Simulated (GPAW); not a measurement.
# Dielectric function and optical constants of TaN

Aim: the dielectric function of TaN, and the optical constants that follow from it.

Method: DFT, LDA, plane-wave PAW (GPAW data sets), scalar-relativistic, RPA, optical limit, in GPAW 26.7.0.

## (1) The structure

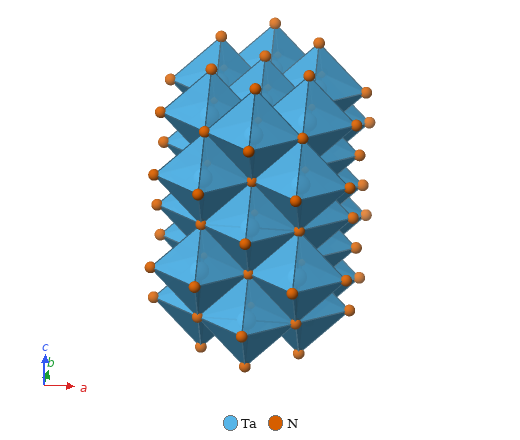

Start, viewed slightly off an axis; tantalum blue, nitrogen orange. 1×2×2 cells are drawn. This picture shows the conventional cell, with its axes. Some periodic images of atoms are drawn too.

Coordinates:

```cif
data_structure
_symmetry_space_group_name_H-M 'P 1'
_symmetry_Int_Tables_number 1
_cell_length_a 3.0816
_cell_length_b 3.0816
_cell_length_c 3.0816
_cell_angle_alpha 60.000
_cell_angle_beta 60.000
_cell_angle_gamma 60.000
_cell_volume 20.69
loop_
_atom_site_label
_atom_site_type_symbol
_atom_site_fract_x
_atom_site_fract_y
_atom_site_fract_z
_atom_site_occupancy
Ta1 Ta 0.50000 0.50000 0.50000 1
N2 N 0.00000 0.00000 0.00000 1
```

## (2) Bands for the response

At the fixed density, many empty bands are solved on the mesh of the response, since the spectrum sums over them.

This step: DFT, LDA, plane-wave PAW (GPAW data sets), scalar-relativistic, bands at fixed density (GPAW 26.7.0).

The input, nscf.py:

```python
from ase.dft.bandgap import bandgap
from gpaw import GPAW, FermiDirac

calc = GPAW('gs.gpw').fixed_density(kpts={'size': (14, 14, 14), 'gamma': True}, nbands=28, convergence={'bands': 22},
                                    occupations=FermiDirac(0.05), txt='nscf.txt')
print('gap (eV)', bandgap(calc, output=None)[0])
print('direct gap (eV)', bandgap(calc, direct=True, output=None)[0])
print('top band over the Fermi level (eV)', min(calc.get_eigenvalues(kpt=k)[21] for k in range(len(calc.get_ibz_k_points()))) - calc.get_fermi_level())
calc.write('full.gpw', mode='all')
```

Started as:

```bash
OMP_NUM_THREADS=1 python nscf.py
```

Numbers of over 12 decimals in the logs are rounded to 6 here.

Output:

```text
Diagonalizing LCAO Hamiltonian
Converting LCAO to pw mode
convergence criteria:
- Maximum integral of absolute [eigenst]ate change: 4e-08 eV^2 / valence electron
maximum number of iterations: 150

SCF iterations
|iter     |      energy | eigst |  dens |
|iter:   1||             | +2.70 |       |
|iter:   2||             | +0.61 |       |
|iter:   3||             | -1.25 |       |
|iter:   4||             | -3.06 |       |
|iter:   5||             | -4.94 |       |
|iter:   6||             | -6.73 |       |
|iter:   7||             | -7.92c|       |
SCF steps: 7
  __  _  _
 | _ |_)|_||  |
 |__||  | ||/\| - 26.7.0

Versions:
  Python: 3.12.14
  ASE:    3.29.0
  Numpy:  2.5.5
  Scipy:  1.18.1
  Libxc:  7.0.0

Input parameters:
  mode=PW(ecut=500.0),
  convergence={'bands': 22},
  gpts=array([16, 16, 16]),
  kpts=MonkhorstPack(size=(14, 14, 14), gamma=True),
  maxiter=150,
  nbands=28,
  occupations=Occupations(name='fermi-dirac', width=0.05, fixmagmom=False),
  parallel={},
  xc=XC(name='LDA')

--- standard output ---
gap (eV) 0.0
direct gap (eV) 0.0
top band over the Fermi level (eV) 27.446987
```

Run time: 20 s. Hardware: 1 thread of Arm Neoverse V1, shared host; peak memory 0.16 GiB.

## (3) Dielectric function, RPA

Transitions between filled and empty bands, summed over the zone, give the optical response, so mesh, band count and broadening shape it.

The induced potential is part of this response.

This step: DFT, LDA, plane-wave PAW (GPAW data sets), scalar-relativistic, RPA, optical limit (GPAW 26.7.0).

The input, df.py:

```python
from gpaw.response.df import DielectricFunction

df = DielectricFunction('full.gpw', frequencies={'type': 'nonlinear', 'domega0': 0.03, 'omega2': 8},
                        ecut=50,
                        eta=0.15,
                        nbands=22,
                        rate=0.05,
                        txt='df.txt')
for direction in ['x']:
    df.get_dielectric_function(xc='RPA', direction=direction, filename=f'df_{direction}.csv')
```

Started as:

```bash
OMP_NUM_THREADS=1 python df.py
```

Output:

```text
Using integrator: PointIntegrator
NonLinearFrequencyDescriptor(from 0.000 to 101.651 eV, 542 points)
Nonperiodic BCs:  [False False False]
Using integrator: PointIntegrator
NonLinearFrequencyDescriptor(from 0.000 to 101.651 eV, 542 points)
Nonperiodic BCs:  [False False False]
Using integrator: PointIntegrator

Calculating chi0 body with:
    Ground state adapter containing:
    Number of spins: 1
    Number of kpoints: 2744
    Number of irreducible kpoints: 104
    Number of completely occupied states: 8
    Number of partially occupied states: 13

    Linear response parametrization:
    q_c: [0.0, 0.0, 0.0]
    Number of frequency points: 542
    Planewave cutoff: 50.0
    Number of bands: 22
    Number of planewaves: 15
    Broadening (eta): 0.15

Integrating chi0 body.

Symmetries of q_c:
    Direct symmetries (Uq -> q): 48
    Indirect symmetries (TUq -> q): 0
In total 48 allowed symmetries.

104 groups of equivalent kpoints. 96.209913% reduction.

Integral kind: spectral function

Calculating chi0 optical extensions with:
    Ground state adapter containing:
    Number of spins: 1
    Number of kpoints: 2744
    Number of irreducible kpoints: 104
    Number of completely occupied states: 8
    Number of partially occupied states: 13

    Linear response parametrization:
    Number of frequency points: 542
    Planewave cutoff: 50.0
    Number of bands: 22
    Number of planewaves: 15
    Broadening (eta): 0.15
Integrating chi0 head and wings.

Symmetries of q_c:
    Direct symmetries (Uq -> q): 48
    Indirect symmetries (TUq -> q): 0
In total 48 allowed symmetries.

104 groups of equivalent kpoints. 96.209913% reduction.

Integral kind: spectral function wings

Calculating drude chi0 with:
    Number of frequency points:542
    Plasma frequency decay rate: 0.05 eV

    Ground state adapter containing:
    Number of spins: 1
    Number of kpoints: 2744
    Number of irreducible kpoints: 104
    Number of completely occupied states: 8
    Number of partially occupied states: 13

Symmetries of q_c:
    Direct symmetries (Uq -> q): 48
    Indirect symmetries (TUq -> q): 0
In total 48 allowed symmetries.

104 groups of equivalent kpoints. 96.209913% reduction.

Integral kind: intraband
Plasma frequency:
[[9.85+0.j 0.  +0.j 0.  +0.j]
 [0.  -0.j 9.85+0.j 0.  -0.j]
 [0.  +0.j 0.  +0.j 9.85+0.j]]
```

Run time: 7.6 s. Hardware: 1 thread; peak memory 0.21 GiB.

Sum at mesh points, not converged in k. Table of Im ε, E ∥ x by photon energy; read off at these points:

```
photon energy (eV)  Im ε, E ∥ x
                 1         26.8
                 2         7.63
                 3         2.35
                 4         2.74
                 5         4.80
                 6         5.27
                 7         6.42
                 8         6.46
                 9         6.46
                10         6.82
                11         5.57
                12         4.93
                13         2.53
```

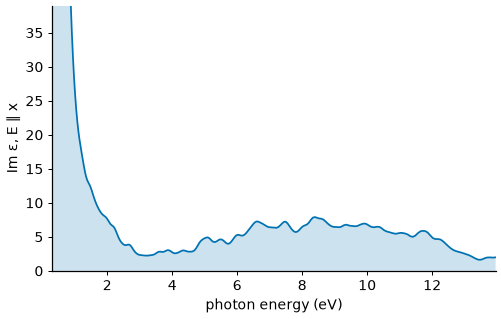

Im ε, E ∥ x against photon energy. Below 1 eV the curve runs off the scale.

Values under 1 per cm are given as 1; sum at mesh points, not converged in k. The absorption coefficient, E ∥ x by photon energy:

```
photon energy (eV)  absorption coefficient, E ∥ x (1/cm)
              1.01                                 1.2e6
              1.99                                 1.1e6
              3.02                                 9.8e5
              3.98                                 7.3e5
              4.98                                 6.7e5
              6.02                                 7.7e5
              6.99                                 1.1e6
              8.03                                 1.3e6
              9.02                                 1.6e6
             10.03                                 2.0e6
             11.03                                 2.1e6
             12.02                                 2.6e6
             13.00                                 2.5e6
```

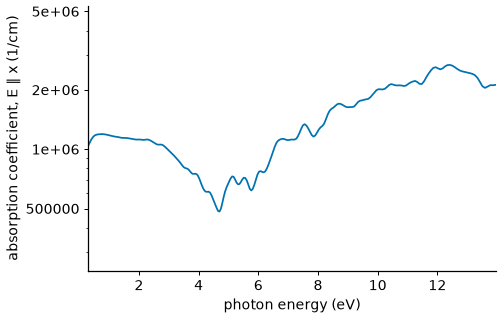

Absorption coefficient, E ∥ x, plotted against photon energy.

The reflectivity at normal incidence, E ∥ x has structure finer than the step of the table below, so its rows give means over 1 eV, whole bins alone (the curve runs from 0.305 to 14.0 eV). Peaks (eV: height): 13.3: 59.8.

Sum at mesh points, not converged in k. The reflectivity at normal incidence, E ∥ x by photon energy; means over each step:

```
photon energy (eV)  reflectivity at normal incidence, E ∥ x (%)
                 1                                         96.3
                 2                                         92.3
                 3                                         85.4
                 4                                         47.6
                 5                                         22.8
                 6                                         24.3
                 7                                         31.0
                 8                                         31.7
                 9                                         35.7
                10                                         38.3
                11                                         40.5
                12                                         47.8
                13                                         57.2
```

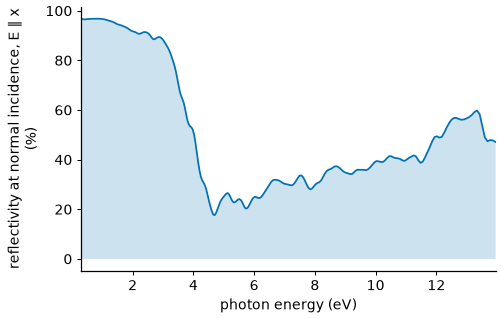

Reflectivity at normal incidence, E ∥ x, plotted against photon energy.

Sum at mesh points, not converged in k. Table of loss function −Im 1/ε at q → 0, E ∥ x by energy loss; read off at these points:

```
energy loss (eV)  loss function −Im 1/ε at q → 0, E ∥ x
            0.50                                 7.2e-4
            1.00                                0.00144
            1.50                                0.00373
            2.00                                0.00793
            2.50                                 0.0115
            3.00                                 0.0208
            3.50                                 0.0836
            4.00                                  0.194
            4.50                                  0.352
            5.00                                  0.190
            5.50                                  0.192
            6.00                                  0.145
            6.50                                  0.119
            7.00                                  0.145
            7.50                                  0.135
            7.73                                  0.165
            8.00                                  0.140
            8.50                                  0.128
            9.00                                  0.155
            9.50                                  0.151
           10.00                                  0.144
           10.50                                  0.153
           11.00                                  0.167
           11.40                                  0.180
           11.50                                  0.177
           12.00                                  0.144
           12.50                                  0.137
           13.00                                  0.165
           13.50                                  0.237
```

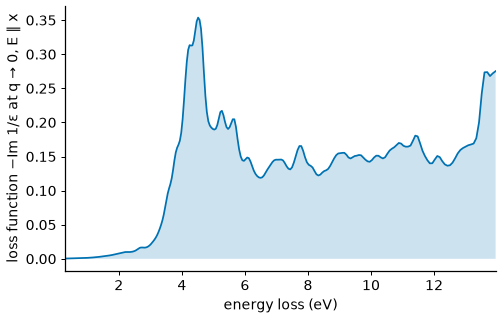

Loss function −Im 1/ε at q → 0, E ∥ x, plotted against energy loss.

Sum at mesh points, not converged in k. The Im ε, E ∥ x by photon energy; read off at these points:

```
photon energy (eV)  without local fields  with local fields
                 1                  26.8               26.8
                 2                  7.61               7.63
                 3                  2.35               2.35
                 4                  2.74               2.74
                 5                  4.85               4.80
                 6                  5.32               5.27
                 7                  6.36               6.42
                 8                  6.44               6.46
                 9                  6.44               6.46
                10                  6.76               6.82
                11                  5.52               5.57
                12                  5.06               4.93
                13                  2.65               2.53
```

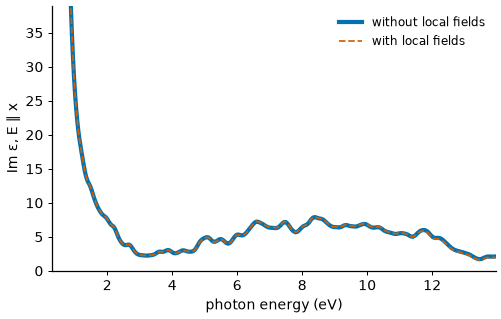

Im ε, E ∥ x, plotted against photon energy. Below 1 eV the curve runs off the scale.

From ε follow the optical constants at some laser and lamp lines:

```
wavelength (nm)     n      k  R (%)     1/α
           1064  0.95  9.834   96.2  8.6 nm
            800  0.78  7.266   94.4  8.8 nm
            633  0.70  5.640   91.9  8.9 nm
            532  0.54  4.726   91.3  9.0 nm
            405  0.37  3.110   87.2   10 nm
            365  0.48  2.466   76.9   12 nm
            248  1.80  1.331   25.1   15 nm
```

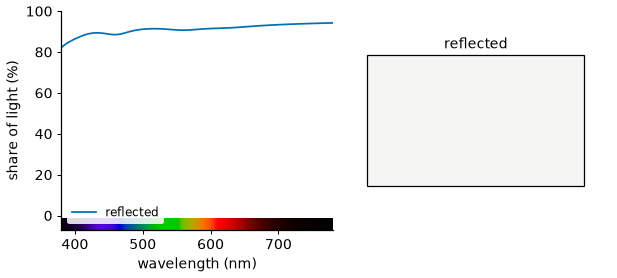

Light reflected across the visible range, with the colour that it makes of daylight (sRGB).

In reflection the computed colour is near white: x = 0.315, y = 0.332, luminous reflectivity 91 %.

## (4) Summary of results

At this level (LDA, RPA) TaN is a metal. The mesh is too coarse to trust the carriers' weight, the reflectivity or the colour to better than tens of per cent. In reflection the computed colour is near white: x = 0.315, y = 0.332, luminous reflectivity 91 %. The carriers' damping of 0.05 eV is typed, not computed; it shapes the response at the lowest energies. Spin-orbit coupling is left out although heavy atoms are present. In this version of GPAW the matrix elements of the optical limit are incomplete, which can lower ε − 1 by up to a tenth where first-row anions or d states rule, and shift it by more in d metals. GPAW's carrier term has the form −ωp²/(ω + i·rate)², which damps like twice the rate and fails at low energy, so the curves leave the lowest energies out. The sum runs over mesh points 0.18 Å⁻¹ apart with no interpolation, so peaks are partly noise of the mesh, and the Drude plasma energy, a sum over the Fermi surface, isn't converged.

[Machine, clock and banner lines and Python warnings are left out of the logs.]

[Logs are printed without paths, hosts, clocks, repeated set-up lines and the standing remarks that a program may print on its own settings, such as how far it seeks lower states.]

[Hosts, paths, dates, database ids (printed as entryN), source tags and the programs' standing remarks are cut or masked in the printed files.]
